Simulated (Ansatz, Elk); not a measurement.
**How far do independent atoms describe Be2Ni3Pb?**

The structure of Be2Ni3Pb used here is made up (a known structure type with other elements) and was relaxed beforehand with PBEsol. The aim is the Fourier transform of its all-electron density, F(hkl), set beside the sum over free spherical atoms that refinements use.

Method: DFT, PBE, all-electron APW+lo, Dirac cores, scalar-relativistic bands, static density, no spin, in Elk 11.2.3 (patched build).

The structure was built from a prototype and need not be the compound's stable phase.

## 1. Set-up

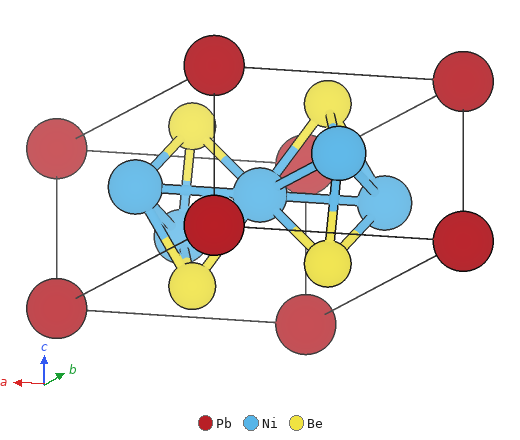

Start, viewed from a free direction; lead red, nickel blue, beryllium yellow. Some periodic images of atoms are drawn too.

Structure file:

```cif
data_structure
_symmetry_space_group_name_H-M 'P6/mmm'
_symmetry_Int_Tables_number 191
_cell_length_a 4.9159
_cell_length_b 4.9159
_cell_length_c 3.4407
_cell_angle_alpha 90.000
_cell_angle_beta 90.000
_cell_angle_gamma 120.000
_cell_volume 72.01
loop_
_atom_site_label
_atom_site_type_symbol
_atom_site_symmetry_multiplicity
_atom_site_Wyckoff_symbol
_atom_site_fract_x
_atom_site_fract_y
_atom_site_fract_z
_atom_site_occupancy
Pb1 Pb 1 a 0.00000 0.00000 0.00000 1
Ni1 Ni 3 g 0.00000 0.50000 0.50000 1
Be1 Be 2 c 0.66667 0.33333 0.00000 1
```

## 2. Ground state and structure factors

An all-electron density is needed, since X-rays see the cores too. Task 0 finds the density and task 195 Fourier-transforms it; tshift is off so that phases refer to the origin typed.

File elk.in:

```
tasks
  0
  195

xctype
  20

spinpol
  .false.

rgkmax
  7.0

gmaxvr
  14.0

lmaxo
  7

lmaxapw
  8

swidth
  0.002

tshift
  .false.

ramdisk
  .false.

hmaxvr
  5.5

maxscl
  120

epspot
  1e-06

sppath
  './'

avec
  9.28977496631 0.00000000000 -0.00000000000
  -4.64488748316 8.04518111627 -0.00000000000
  -0.00000000000 -0.00000000000 6.50198649119

atoms
  3
  'Pb.in'
  1
  -0.0000000000 -0.0000000000 -0.0000000000   0.000000 0.000000 0.000000
  'Ni.in'
  3
  0.0000000000 0.5000000000 0.5000000000   0.000000 0.000000 0.000000
  0.5000000000 0.5000000000 0.5000000000   0.000000 0.000000 0.000000
  0.5000000000 -0.0000000000 0.5000000000   0.000000 0.000000 0.000000
  'Be.in'
  2
  0.6666666667 0.3333333333 -0.0000000000   0.000000 0.000000 0.000000
  0.3333333333 0.6666666667 0.0000000000   0.000000 0.000000 0.000000

ngridk
  5 5 7
```

Run with:

```sh
$ OMP_NUM_THREADS=4 elk
```

Numbers of over 12 decimals in the logs are rounded to 6 here.

The log of the run:

```text
┌─────────────────────────┐
│ Elk code version 11.2.3 │
└─────────────────────────┘

All units are atomic (Hartree, Bohr, etc.)

┌─────────────────────────────────────────────────┐
│ Ground-state run starting from atomic densities │
└─────────────────────────────────────────────────┘

Lattice vectors :
   9.289774966       0.000000000      -0.000000000
  -4.644887483       8.045181116      -0.000000000
  -0.000000000      -0.000000000       6.501986491

Reciprocal lattice vectors :
  0.6763549526      0.3904937140       0.000000000
   0.000000000      0.7809874279       0.000000000
   0.000000000       0.000000000      0.9663485637

Unit cell volume      :    485.9449601
Brillouin zone volume :   0.5104491945

Muffin-tin inner radius fraction :   0.1000000000E-01

Nuclei treated as point charges

Species : 1 (Pb)
 parameters loaded from : Pb.in
 name : lead
 nuclear charge    :   -82.00000000
 electronic charge :    82.00000000
 atomic mass :    377702.4943
 muffin-tin radius :    2.800000000
 number of radial points in muffin-tin :   1393
 inner part over the whole radius :   0.9993555083E-02
 number on inner part of muffin-tin    :   1001
 approximate nuclear radius :   0.1047603524E-03
 number of mesh points to nuclear radius :    525
 atomic positions (lattice), magnetic fields (Cartesian) :
  1 :   0.00000000  0.00000000  0.00000000    0.00000000  0.00000000  0.00000000

Species : 2 (Ni)
 parameters loaded from : Ni.in
 name : nickel
 nuclear charge    :   -28.00000000
 electronic charge :    28.00000000
 atomic mass :    106991.5231
 muffin-tin radius :    2.297443742
 number of radial points in muffin-tin :    993
 inner part over the whole radius :   0.9915594928E-02
 number on inner part of muffin-tin    :    700
 approximate nuclear radius :   0.7325707712E-04
 number of mesh points to nuclear radius :    335
 atomic positions (lattice), magnetic fields (Cartesian) :
  1 :   0.00000000  0.50000000  0.50000000    0.00000000  0.00000000  0.00000000
  2 :   0.50000000  0.50000000  0.50000000    0.00000000  0.00000000  0.00000000
  3 :   0.50000000  0.00000000  0.50000000    0.00000000  0.00000000  0.00000000

Species : 3 (Be)
 parameters loaded from : Be.in
 name : beryllium
 nuclear charge    :   -4.000000000
 electronic charge :    4.000000000
 atomic mass :    16428.20280
 muffin-tin radius :    1.800000000
 number of radial points in muffin-tin :    593
 inner part over the whole radius :   0.9826427374E-02
 number on inner part of muffin-tin    :    403
 approximate nuclear radius :   0.4290726161E-04
 number of mesh points to nuclear radius :    156
 atomic positions (lattice), magnetic fields (Cartesian) :
  1 :  -0.33333333  0.33333333  0.00000000    0.00000000  0.00000000  0.00000000
  2 :   0.33333333 -0.33333333  0.00000000    0.00000000  0.00000000  0.00000000

Total number of atoms per unit cell :    6
Total muffin-tin volume :    293.1961789
 ratio of muffin-tin to unit cell volume :   0.6033526489

Spin treatment :
 spin-unpolarised

Number of Bravais lattice symmetries :   24
Number of crystal symmetries         :   24
Crystal has inversion symmetry
Real symmetric eigensolver will be used

k-point grid :      5     5     7
k-point offset :    0.000000000       0.000000000       0.000000000
k-point set is reduced with full crystal symmetry group
Total number of k-points :       20

Muffin-tin radius times maximum |G+k| :    7.000000000
 using average radius
Maximum |G+k| for APW functions       :    3.159716628
Maximum (1/2)|G+k|²                   :    4.991904586
Maximum |G| for potential and density :    14.00000000
Constant for pseudocharge density :   10
 order of it for each species :   17  17  17
 order of it for pair densities of each species (exact exchange by exxq0 0: 18) :   15  10   5
Radial integration step length :    1

G-vector grid sizes :     42    42    30
Number of G-vectors :    22535

Maximum angular momentum used for
 APW functions            :    8
 outer part of muffin-tin :    7
[...]
total energy                :     -25518.429230343

Density of states at Fermi energy :    84.37733134
 (states/Hartree/unit cell)

Estimated indirect band gap :   0.1727843480E-02
 from k-point 8 to k-point 13
Estimated direct band gap   :   0.1055451880E-01
 at k-point 7

Charges :
 core                        :    108.0000000
 valence                     :    66.00000000
 interstitial                :    5.591808342
 muffin-tins (core leakage)
  species : 1 (Pb)
[...]
species : 2 (Ni)
[...]
species : 3 (Be)
[...]
total in muffin-tins        :    168.4081917
 total calculated charge     :    173.9946281
 total charge                :    174.0000000
 error                       :   0.5371913533E-02

RMS change in Kohn-Sham potential (target) :    3.936970383     (  0.1000000000E-05)
Absolute change in total energy (target)   :    2.726139417     (  0.1000000000E-03)

[... loops 3 to 17 left out ...]

┌──────────────────┐
│ Loop number : 18 │
└──────────────────┘

Energies :
 Fermi                       :     0.299206
 sum of occupied eigenvalues :     -15570.420768815
 electron kinetic            :      29035.027904959
 core electron kinetic       :      28426.965835460
 Coulomb                     :     -53968.618330642
 Coulomb potential           :     -43839.018062445
 nuclear-nuclear             :     -2381.8097208891
 electron-nuclear            :     -59391.041090249
 Hartree                     :      7804.2324804957
 Madelung                    :     -32049.109299420
 xc potential                :     -766.43061132932
 exchange                    :     -577.73549593885
 correlation                 :     -9.365721
 electron entropic           :    -0.15310872937026E-02
 total energy                :     -25520.693173960

Density of states at Fermi energy :    123.8349574
 (states/Hartree/unit cell)

Estimated indirect band gap :   0.1137403803E-02
 from k-point 19 to k-point 11
Estimated direct band gap   :   0.1561243216E-02
 at k-point 11

Charges :
 core                        :    108.0000000
 valence                     :    66.00000000
 interstitial                :    6.053017207
 muffin-tins (core leakage)
  species : 1 (Pb)
[...]
species : 2 (Ni)
[...]
species : 3 (Be)
[...]
total in muffin-tins        :    167.9469828
 total calculated charge     :    173.9946323
 total charge                :    174.0000000
 error                       :   0.5367739702E-02

RMS change in Kohn-Sham potential (target) :   0.5799507254E-06 (  0.1000000000E-05)
Absolute change in total energy (target)   :   0.2414522532E-04 (  0.1000000000E-03)

Convergence targets achieved

┌──────────────────┐
│ Loop number : 19 │
└──────────────────┘

Energies :
 Fermi                       :     0.299206
 sum of occupied eigenvalues :     -15570.420769745
 electron kinetic            :      29035.027921266
 core electron kinetic       :      28426.965840954
 Coulomb                     :     -53968.618346594
 Coulomb potential           :     -43839.018059422
 nuclear-nuclear             :     -2381.8097208891
 electron-nuclear            :     -59391.041125513
 Hartree                     :      7804.2324998077
 Madelung                    :     -32049.109316883
 xc potential                :     -766.43063158957
 exchange                    :     -577.73549726838
 correlation                 :     -9.365721
 electron entropic           :    -0.15310871785000E-02
 total energy                :     -25520.693174934

Density of states at Fermi energy :    123.8349422
 (states/Hartree/unit cell)

Estimated indirect band gap :   0.1137400077E-02
 from k-point 19 to k-point 11
Estimated direct band gap   :   0.1561262835E-02
 at k-point 11

Charges :
 core                        :    108.0000000
 valence                     :    66.00000000
 interstitial                :    6.053016619
 muffin-tins (core leakage)
  species : 1 (Pb)
[...]
species : 2 (Ni)
[...]
atom 3                    :    27.23358925     (  0.4877830260E-03)
  species : 3 (Be)
   atom 1                    :    2.864140982     (  0.1167200122E-02)
   atom 2                    :    2.864140982     (  0.1167200122E-02)
 total in muffin-tins        :    167.9469834
 total calculated charge     :    173.9946323
 total charge                :    174.0000000
 error                       :   0.5367739632E-02

┌──────────────────────────────┐
│ Self-consistent loop stopped │
└──────────────────────────────┘

Warning : core states of species 1 leak from the muffin-tin :   0.1205398061E-02

Warning : core states of species 2 leak from the muffin-tin :   0.4877830260E-03

Warning : core states of species 3 leak from the muffin-tin :   0.1167200122E-02

Wrote STATE.OUT
```

Wall time 33 s (4 threads of Arm Neoverse V1, shared host); peak memory 0.19 GiB; 89 s of CPU time.

SFACRHO.OUT:

```text

h k l indices transformed by vhmat matrix:
   1.000000000       0.000000000       0.000000000    
   0.000000000       1.000000000       0.000000000    
   0.000000000       0.000000000       1.000000000    

      h      k      l  multipl.   |H|            Re(F)            Im(F)           |F|

      0      0      0      1   0.0000000       174.00000     -0.11365301E-16   174.00000    
      1      0      0      6  0.78098743       47.675292      0.42149007E-14   47.675292    
      0      0      1      2  0.96634856       6.1012981      0.85360183E-14   6.1012981    
     -1      1      1     12   1.2424858       91.014979     -0.16859603E-14   91.014979    
     -2      1      0      6   1.3527099       51.454143     -0.13994806E-13   51.454143    
      2      0      0      6   1.5619749       127.26193     -0.13276937E-13   127.26193    
     -2      1     -1     12   1.6624240       89.464837      0.58436009E-14   89.464837    
     -2      2     -1     12   1.8367349       3.6011616     -0.73760761E-14   3.6011616    
      0      0     -2      2   1.9326971       122.22710      0.13897897E-13   122.22710    
      2     -3      0     12   2.0662985       40.980031     -0.15173642E-13   40.980031    
      1     -1     -2     12   2.0845286       41.019188     -0.42149007E-14   41.019188    
      3     -2     -1     24   2.2811004       74.237171     -0.18967053E-13   74.237171    
     -3      0      0      6   2.3429623       44.359859     -0.33362113E-13   44.359859    
     -2      1      2     12   2.3590554       44.054590      0.17675334E-14   44.054590    
      0     -2      2     12   2.4849716       103.86623     -0.27396854E-14   103.86623    
      3     -3     -1     12   2.5344234       75.149050      0.47919541E-14   75.149050    
      2      2      0      6   2.7054198       103.44584     -0.57284074E-13   103.44584    
      1      3      0     12   2.8158902       36.938185      0.14752152E-14   36.938185
```

Elk indexes on the primitive cell of elk.in and gives |H| = 4π sin θ/λ in inverse bohr. Below, one row stands for each form hkl of the conventional cell (m members, Friedel mates merged), F is for one primitive cell and the density is static (no thermal factor). Free-atom factors are Waasmaier and Kirfel's, and R is Σm||F|−|F'||/Σm|F|.

| hkl | m | sin θ/λ (Å⁻¹) | abs F, DFT | neutral atoms | diff. |
| --- | --- | --- | --- | --- | --- |
| 100 | 6 | 0.117 | 47.675 | 48.258 | -0.583 |
| 001 | 2 | 0.145 | 6.101 | 6.630 | -0.529 |
| 101 | 12 | 0.187 | 91.015 | 91.085 | -0.070 |
| 110 | 6 | 0.203 | 51.454 | 51.305 | +0.149 |
| 200 | 6 | 0.235 | 127.262 | 127.603 | -0.341 |
| 111 | 12 | 0.250 | 89.465 | 89.578 | -0.113 |
| 201 | 12 | 0.276 | 3.601 | 3.246 | +0.356 |
| 002 | 2 | 0.291 | 122.227 | 122.870 | -0.643 |
| 210 | 12 | 0.311 | 40.980 | 40.906 | +0.074 |
| 102 | 12 | 0.314 | 41.019 | 40.802 | +0.217 |
| 211 | 24 | 0.343 | 74.237 | 74.304 | -0.067 |
| 300 | 6 | 0.352 | 44.360 | 44.164 | +0.195 |
| 112 | 12 | 0.355 | 44.055 | 44.066 | -0.012 |
| 202 | 12 | 0.374 | 103.866 | 104.015 | -0.149 |
| 301 | 12 | 0.381 | 75.149 | 75.269 | -0.120 |
| 220 | 6 | 0.407 | 103.446 | 103.531 | -0.085 |
| 310 | 12 | 0.423 | 36.938 | 36.968 | -0.030 |
| 212 | 24 | 0.425 | 36.955 | 36.903 | +0.052 |
| 221 | 12 | 0.432 | 11.840 | 11.758 | +0.082 |
| 003 | 2 | 0.436 | 11.932 | 11.828 | +0.104 |
| 311 | 24 | 0.448 | 64.770 | 64.716 | +0.055 |
| 103 | 12 | 0.452 | 64.368 | 64.399 | -0.032 |

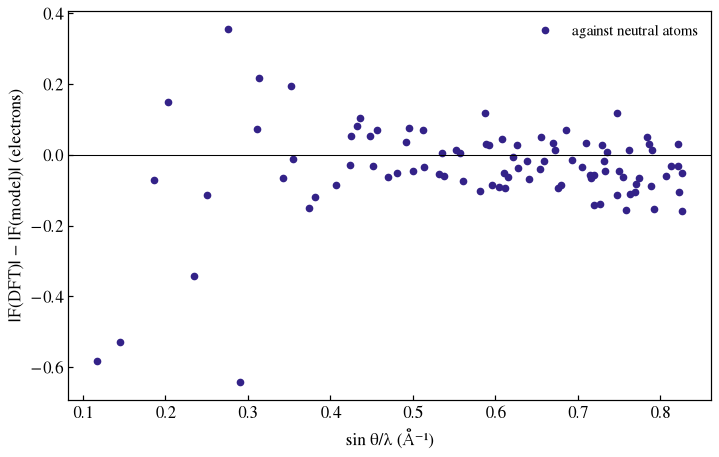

Difference between the calculated structure factors and the independent-atom ones.

## 3. The highest occupied states alone

An energy window below the Fermi level keeps the highest occupied states, to see at which angles they scatter; shallow core shells can lie inside it and anion s states outside. No new self-consistency is needed.

elk.in: that of step 2 with these lines changed.

```diff
@@ -1,3 +1,2 @@
 tasks
-  0
   195
@@ -40,2 +39,5 @@
 
+wsfac
+  -0.252030 0.599210
+
 sppath
```

Run with:

```sh
$ OMP_NUM_THREADS=4 elk
```

The log of the run:

```text
┌─────────────────────────────────┐
│ Elk code version 11.2.3 started │
└─────────────────────────────────┘

Info(readinput): the functional depends on the density's gradient
 muffin-tin radial points multiplied by    2.00000
 (not where nrmtscf is given)

┌────────────────────┐
│ Current task : 195 │
└────────────────────┘
Info(checkmt): changed muffin-tin radius of species 2 (Ni) from   2.4000 to   2.2974

Info(sfacrho): density structure factors written to SFACRHO.OUT

 Energy window :  -0.2520300000      0.5992100000

┌──────────────────┐
│ Elk code stopped │
└──────────────────┘
```

Run time: 11 s. Hardware: 4 threads; peak memory 0.16 GiB.

States within 15 eV below the Fermi level hold 38.00 electrons; any levels below the window count with the cores. Their amplitudes can exceed the total, where window and core parts have opposite phase:

| hkl | sin θ/λ (Å⁻¹) | abs F, window | abs F, all |
| --- | --- | --- | --- |
| 100 | 0.117 | 7.517 | 47.675 |
| 001 | 0.145 | 19.393 | 6.101 |
| 101 | 0.187 | 6.183 | 91.015 |
| 110 | 0.203 | 4.906 | 51.454 |
| 200 | 0.235 | 14.955 | 127.262 |
| 111 | 0.250 | 4.776 | 89.465 |
| 201 | 0.276 | 12.782 | 3.601 |
| 002 | 0.291 | 11.617 | 122.227 |
| 210 | 0.311 | 3.782 | 40.980 |
| 102 | 0.314 | 3.602 | 41.019 |

## 4. Another functional

The difference from free atoms is small, so it is set against the change that LDA (Perdew-Wang) makes.

elk.in: that of step 3 with these lines changed.

```diff
@@ -1,2 +1,3 @@
 tasks
+  0
   195
@@ -4,3 +5,3 @@
 xctype
-  20
+  3
 
@@ -39,5 +40,2 @@
 
-wsfac
-  -0.252030 0.599210
-
 sppath
```

Run with:

```sh
$ OMP_NUM_THREADS=4 elk
```

The log of the run:

```text
┌─────────────────────────┐
│ Elk code version 11.2.3 │
└─────────────────────────┘

All units are atomic (Hartree, Bohr, etc.)

┌─────────────────────────────────────────────────┐
│ Ground-state run starting from atomic densities │
└─────────────────────────────────────────────────┘

Lattice vectors :
   9.289774966       0.000000000      -0.000000000
  -4.644887483       8.045181116      -0.000000000
  -0.000000000      -0.000000000       6.501986491

Reciprocal lattice vectors :
  0.6763549526      0.3904937140       0.000000000
[...]
atom 2                    :    2.859011427     (  0.1267343993E-02)
 total in muffin-tins        :    168.0132713
 total calculated charge     :    173.9943427
 total charge                :    174.0000000
 error                       :   0.5657303888E-02

┌──────────────────────────────┐
│ Self-consistent loop stopped │
└──────────────────────────────┘

Warning : core states of species 1 leak from the muffin-tin :   0.1215124225E-02

Warning : core states of species 2 leak from the muffin-tin :   0.5093631265E-03

Warning : core states of species 3 leak from the muffin-tin :   0.1267343993E-02

Wrote STATE.OUT
[key lines of the parts left out:]
total energy                :     -25501.807729924
```

The job ended after 18 s (4 threads; peak memory 0.16 GiB).

Against the first run R = 0.04 %; the largest change is -0.059 at 220.

## 5. A coarser k-mesh

About half the k-points along each axis test the sampling.

elk.in: that of step 4 with these lines changed.

```diff
@@ -5,3 +5,3 @@
 xctype
-  3
+  20
 
@@ -64,2 +64,2 @@
 ngridk
-  5 5 7
+  2 2 4
```

Run with:

```sh
$ OMP_NUM_THREADS=4 elk
```

The log of the run:

```text
┌─────────────────────────┐
│ Elk code version 11.2.3 │
└─────────────────────────┘

All units are atomic (Hartree, Bohr, etc.)

┌─────────────────────────────────────────────────┐
│ Ground-state run starting from atomic densities │
└─────────────────────────────────────────────────┘

Lattice vectors :
   9.289774966       0.000000000      -0.000000000
  -4.644887483       8.045181116      -0.000000000
  -0.000000000      -0.000000000       6.501986491

Reciprocal lattice vectors :
  0.6763549526      0.3904937140       0.000000000
[...]
atom 2                    :    2.869736508     (  0.1169513576E-02)
 total in muffin-tins        :    167.9351501
 total calculated charge     :    173.9946109
 total charge                :    174.0000000
 error                       :   0.5389071261E-02

┌──────────────────────────────┐
│ Self-consistent loop stopped │
└──────────────────────────────┘

Warning : core states of species 1 leak from the muffin-tin :   0.1210227958E-02

Warning : core states of species 2 leak from the muffin-tin :   0.4859504134E-03

Warning : core states of species 3 leak from the muffin-tin :   0.1169513576E-02

Wrote STATE.OUT
[key lines of the parts left out:]
total energy                :     -25520.684815781
```

Wall time 22 s (4 threads); peak memory 0.19 GiB; 45 s of CPU time.

Against the first run R = 0.02 %; the largest change is +0.104 at 001.

## 6. Settings against the effect

| run | R against the first run (%) | R against neutral atoms, low angle (%) | wall time |
| --- | --- | --- | --- |
| PBE, rgkmax 7 | 0.00 | 0.40 | 33 s |
| LDA (Perdew-Wang) | 0.04 | 0.41 | 18 s |
| k-mesh 2×2×4 | 0.02 | 0.39 | 22 s |

## 7. What came out

```yaml
r_against_neutral_atoms_sin_theta_lambda_0p3_a_minus1: 0.40 %
r_against_neutral_atoms_0p3_to_0p83_a_minus1: 0.14 %
```

Independent neutral atoms miss the calculated amplitudes by R = 0.40 % below 0.3 Å⁻¹ and 0.14 % from there to 0.83 Å⁻¹; by shells, 1.53 % below 0.15 Å⁻¹ (2 forms), 0.30 % 0.15 to 0.3 (6 forms), 0.15 % 0.3 to 0.45 (13 forms), 0.14 % above 0.45 (72 forms). Bonding, aspherical density and the tables' own atoms all enter these figures, and the runs don't part them. The largest change of an amplitude is -0.64 electrons, at 002. The window's part falls from 38.0 electrons at the origin to at most 5.64 between 0.45 and 0.83 Å⁻¹, where compact states inside the window still scatter. Below 0.3 Å⁻¹ the changes that finished (LDA (Perdew-Wang) and k-mesh 2×2×4) move F by R = 0.02 % at most, against the 0.40 % that separates it from free atoms. The basis has no finished test. These runs have no spin, though d or f shells may be open. Spin-orbit coupling is left out, which can matter for elements this heavy. Part of the difference isn't bonding: the tables are fits to free atoms and ions calculated by other methods than this functional. Thermal motion, anomalous dispersion and extinction are left out.

[Logs are printed without paths, hosts, clocks, repeated set-up lines and the standing remarks that a program may print on its own settings, such as how far it seeks lower states.]

[Hosts, paths, dates, database ids (printed as entryN), source tags and the programs' standing remarks are cut or masked in the printed files.]
